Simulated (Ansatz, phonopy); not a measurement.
# ZnS (F-43m): phonons against volume, part 4 of 4

Wanted: mode Grüneisen parameters of ZnS and a free-energy fit over volumes.

What experiment has found for this phase:
- bulk modulus 71.4 GPa near room temperature (given in “High-Throughput Prediction of Finite-Temperature Properties using the Quasi-Harmonic Approximation”, 2016, arXiv:1603.06924)

Ansatz 0.2.0; DFT LDA, scalar-relativistic, plane waves, PAW; PAW set soft_1.

So far. Step 14 (Single point at a scaled cell, V/V0 1.05): The run ends at a pressure of -3.79 GPa. Step 15 (Phonons, V/V0 1.05): No mode is imaginary beyond numerical noise at the solved wavevectors. The highest zone-centre mode (no LO–TO term) moved by -8.3 % for a volume change of +5.0 %.

The database entry behind the starting cell differs from later determinations by our own check (about 0.1 % short), so it need not match the best structure at ambient conditions.

**16. How the modes move with volume (continued)**

Optical frequency at Gamma without the LO-TO term, mode 4 against V/V0:

| V/V0 | optical frequency at Gamma without the LO-TO term, mode 4 (cm⁻¹) |
| --- | --- |
| 0.9700 | 306 |
| 0.9850 | 298 |
| 1.0000 | 291 |
| 1.0150 | 283 |
| 1.0300 | 276 |
| 1.0500 | 267 |

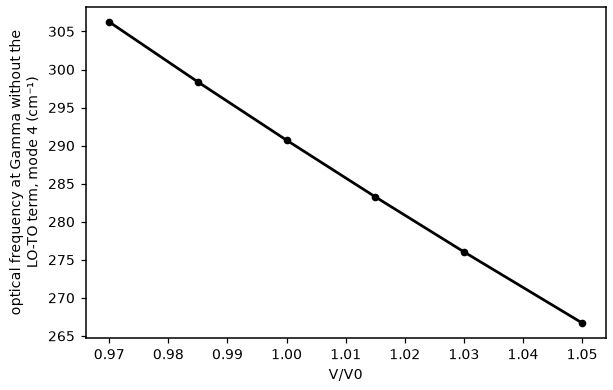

Optical frequency at Gamma without the LO-TO term, mode 4, plotted against V/V0.

Grüneisen at points, by row:

| point | branch | frequency (cm⁻¹) | mode Grüneisen parameter |
| --- | --- | --- | --- |
| Γ | 4 | 290.7 | 1.73 |
| Γ | 6 | 347.1 | 1.15 |
| X | 1 | 92.4 | -1.05 |
| X | 3 | 217.3 | 1.12 |
| X | 4 | 324.7 | 1.76 |
| X | 6 | 334.5 | 1.34 |
| U | 1 | 91.2 | -0.9 |
| U | 2 | 116.5 | 0.11 |
| U | 3 | 202.5 | 1.18 |
| U | 4 | 318.4 | 1.41 |
| U | 5 | 318.7 | 1.77 |
| U | 6 | 350 | 1.57 |
| K | 1 | 91.2 | -0.9 |
| K | 2 | 116.5 | 0.11 |
| K | 3 | 202.5 | 1.18 |
| K | 4 | 318.4 | 1.41 |
| K | 5 | 318.7 | 1.77 |
| K | 6 | 350 | 1.57 |
| L | 1 | 71.2 | -1.37 |
| L | 3 | 200.1 | 0.86 |
| L | 4 | 305.5 | 1.79 |
| L | 6 | 346.4 | 1.43 |
| W | 1 | 106.1 | -0.01 |
| W | 2 | 121.3 | -0.13 |
| W | 3 | 197.2 | 1.26 |
| W | 4 | 311.8 | 1.39 |
| W | 5 | 328.5 | 1.73 |
| W | 6 | 349.5 | 1.59 |

**17. Free-energy fit**

Numbers from this step:

```
volume expansion coefficient at 300 K : 19.37 1e-6/K
isothermal bulk modulus at 300 K      : 82.26 GPa
C_P at 300 K                          : 22.50 J/mol-atom/K
Grüneisen parameter at 300 K          : 0.803
```

The energy (each curve on its own zero) by volume; values in meV/atom:

| volume (Å³/atom) | static | F at 0 K | F at 300 K | F at 900 K |
| --- | --- | --- | --- | --- |
| 18.018 | 4.74 | 6.73 | 7.72 | 12.4 |
| 18.296 | 1.15 | 2.34 | 3.01 | 5.97 |
| 18.575 | 0 | 0.41 | 0.7 | 1.87 |
| 18.854 | 1.11 | 0.74 | 0.62 | -0.09 |
| 19.132 | 4.29 | 3.17 | 2.59 | -0.08 |
| 19.504 | 11.5 | 9.39 | 8.14 | 2.73 |

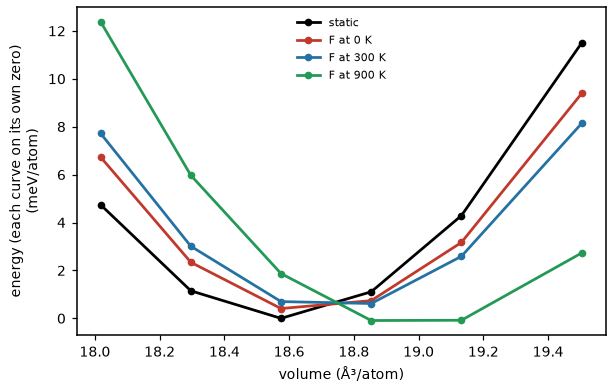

Energy (each curve on its own zero), plotted against volume.

Phonopy-qha, vinet fit of F(V) at each temperature; no electronic free energy. Qha vinet, by row:

| T (K) | fitted volume (Å³/atom) | alpha_V (1e-6/K) | B_T (GPa) | C_P (J/mol-atom/K) | Grueneisen |
| --- | --- | --- | --- | --- | --- |
| 100 | 18.67 | 4.57 | 84.65 | 12.35 | 0.3513 |
| 150 | 18.68 | 10.85 | 84.14 | 17.06 | 0.6019 |
| 200 | 18.69 | 15.03 | 83.54 | 19.85 | 0.7138 |
| 250 | 18.71 | 17.65 | 82.91 | 21.48 | 0.7702 |
| 300 | 18.72 | 19.37 | 82.26 | 22.5 | 0.8029 |
| 350 | 18.74 | 20.59 | 81.61 | 23.16 | 0.8241 |
| 400 | 18.76 | 21.51 | 80.95 | 23.62 | 0.8391 |
| 450 | 18.78 | 22.24 | 80.29 | 23.96 | 0.8505 |
| 500 | 18.8 | 22.85 | 79.62 | 24.21 | 0.8597 |
| 550 | 18.83 | 23.39 | 78.96 | 24.41 | 0.8674 |
| 600 | 18.85 | 23.87 | 78.29 | 24.57 | 0.8743 |
| 650 | 18.87 | 24.32 | 77.62 | 24.71 | 0.8804 |
| 700 | 18.89 | 24.74 | 76.95 | 24.82 | 0.8861 |
| 750 | 18.92 | 25.14 | 76.28 | 24.92 | 0.8915 |
| 800 | 18.94 | 25.53 | 75.61 | 25.02 | 0.8966 |
| 850 | 18.97 | 25.92 | 74.94 | 25.1 | 0.9015 |

Volume expansion coefficient, phonopy-qha, Vinet against temperature:

| temperature (K) | volume expansion coefficient, phonopy-qha, Vinet (1e-6/K) |
| --- | --- |
| 75 | 1.32 |
| 125 | 7.94 |
| 175 | 13.2 |
| 225 | 16.5 |
| 275 | 18.6 |
| 300 | 19.4 |
| 350 | 20.6 |
| 400 | 21.5 |
| 450 | 22.2 |
| 500 | 22.9 |
| 550 | 23.4 |
| 600 | 23.9 |
| 650 | 24.3 |
| 675 | 24.5 |
| 725 | 24.9 |
| 775 | 25.3 |
| 825 | 25.7 |
| 875 | 26.1 |

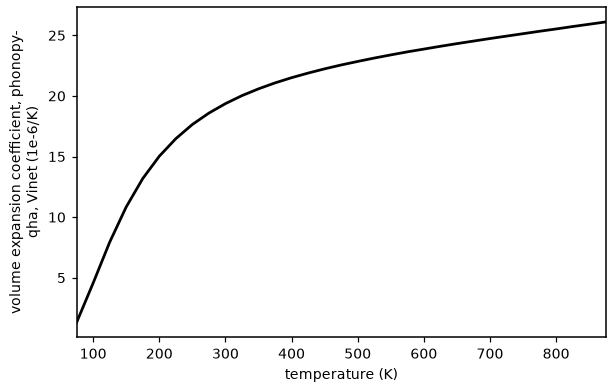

Volume expansion coefficient, phonopy-qha, Vinet, plotted against temperature.

The fit gives a volume expansion of 19.4 × 10⁻⁶/K at 300 K.

**18. What came out**

| Quantity | Value |
| --- | --- |
| volume expansion coefficient at 300 K | 19.37 1e-6/K |
| isothermal bulk modulus at 300 K | 82.26 GPa |
| C_P at 300 K | 22.50 J/mol-atom/K |
| Grüneisen parameter at 300 K | 0.803 |
| mean mode Grüneisen parameter at 300 K | 0.775 |

In words: Near room temperature ZnS expands by 19.4 × 10⁻⁶/K in volume by LDA, with C_P = 22.5 J/(mol K) per mole of atoms and B_T = 82.3 GPa. C_P at room temperature is 90 % of the classical 3R an atom, so the stiffest modes are still partly frozen out. A measured bulk modulus near room temperature is 71.4 GPa (arXiv:1603.06924); the calculated 82.3 GPa differs by +15 %. The table does not say whether its value is isothermal or adiabatic. The heat-capacity-weighted Grüneisen parameter goes from -0.219 at 50 K to 0.835 at 800 K; 28 % of the modes stiffen on expansion. Weighting γ by the density of states and each mode's heat capacity at 300 K, the lowest third of the frequency range (cuts at 120 and 240 cm⁻¹) pulls the cell inward, while the rest pushes it outward. Among the labelled points γ is largest for branch 4 at L (306 cm⁻¹, 1.8) and most negative for branch 1 at L (71.2 cm⁻¹, -1.4). The interpolation has no quadrupole term, so branches near the zone centre are less sure, since this crystal has sites that are not centres of inversion. The PAW files were made for PBE and are used here under another functional, for which the program regenerates the frozen cores.

[Logs are printed without paths, hosts, clocks, repeated set-up lines and the standing remarks that a program may print on its own settings, such as how far it seeks lower states.]

[Hosts, paths, dates, database ids (printed as entryN), source tags and the programs' standing remarks are cut or masked in the printed files.]

[A step with changed settings may run another functional than the one named; its input shows which.]

[Of the runs on displaced cells, only some may be shown.]
